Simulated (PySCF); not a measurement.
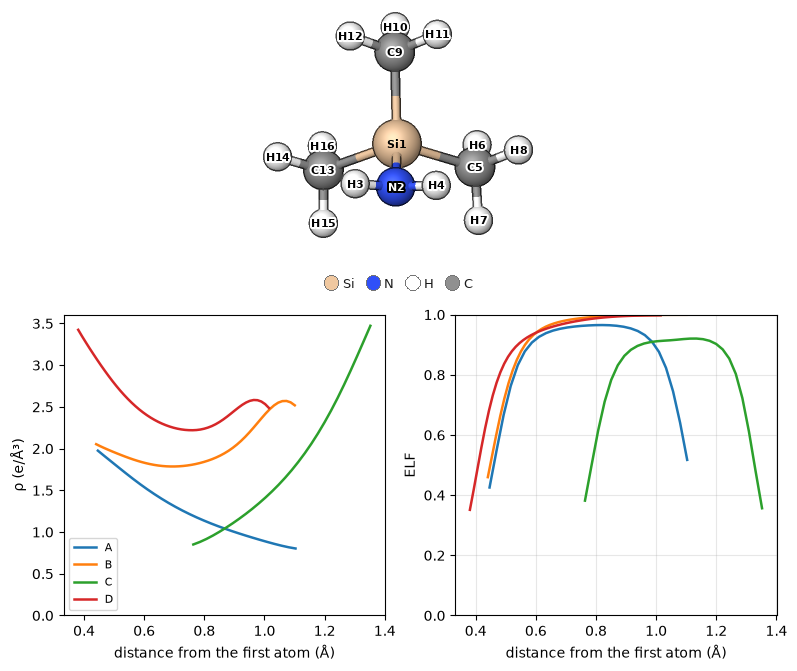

Figure 1: C3H11NSi (Si(NH2)Me3). Total electron density and electron localisation function along straight lines between neighbouring atoms. The curves leave out the atomic cores. The structure is drawn too.

Geometry: PBE0-D3(BJ)/def2-SVP.

Level of theory: PBE0/pcSseg-1, SCF density, gas phase, non-relativistic in PySCF 2.14.0.

Input file:

```
{"job": {"kind": "nmr", "xc": "PBE0", "basis": "pcSseg-1"}, "charge": 0, "multiplicity": 1}
Si     0.008830    -0.031562     0.157513
N      0.084346    -0.177219     1.894442
H     -0.782442    -0.287124     2.410792
H      0.701338     0.450395     2.400357
C      1.780466    -0.009681    -0.464313
H      1.809642    -0.009871    -1.565447
H      2.328254    -0.895051    -0.106100
H      2.321080     0.887198    -0.121278
C     -0.866772     1.527994    -0.446929
H     -0.897651     1.572189    -1.548028
H     -0.350245     2.433367    -0.089559
H     -1.905561     1.571845    -0.081735
C     -0.917699    -1.530857    -0.490771
H     -1.955342    -1.551031    -0.119159
H     -0.427585    -2.463531    -0.172352
H     -0.965011    -1.520979    -1.591032
```

Launched as:

```sh
OMP_NUM_THREADS=1 python probes_run.py task.json out
```

**Which curve belongs to which contact (C–H, C–Si, N–H and Si–N)? The first atom named is at distance zero.**

Curve A: C–Si (1.88 Å): ρ is about 0.96 e/Å³ halfway; the ELF peaks at about 0.95 between the atoms (a shared electron pair). Curve B: C–H (1.10 Å): ρ at the midpoint is about 1.9 e/Å³; the ELF climbs to about 1 towards the hydrogen, as it does in any bond to H (a covalent bond by its length). Curve C: Si–N (1.74 Å): ρ is about 1.1 e/Å³ halfway; the ELF peaks at about 0.90 between the atoms; a shared but strongly polarised pair. Curve D: N–H (1.01 Å): ρ is about 2.8 e/Å³ halfway; the ELF climbs to about 1 towards the hydrogen: an ordinary covalent bond to hydrogen.
